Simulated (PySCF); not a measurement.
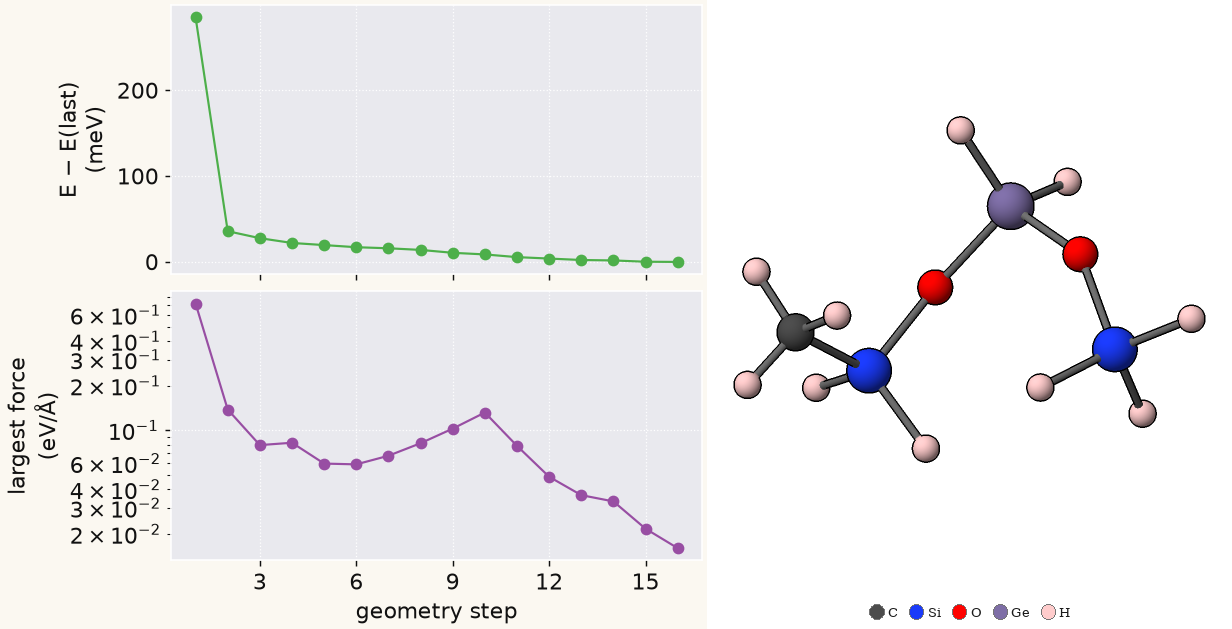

Beside the plot: the molecule at the start.

History of a geometry optimisation.

CH$_{10}$GeO$_{2}$Si$_{2}$ (SMILES C[SiH2][O][GeH2][O][SiH3]); PBE0-D3(BJ)/def2-SVP, geometry optimisation in PySCF.

**How did the optimisation end?**

The optimisation met its thresholds at geometry 16, counting the start as the first. The energy fell by about 290 meV from the first step to the last. The largest force goes from about 0.72 eV/Å at the start to 0.016 eV/Å at the end.
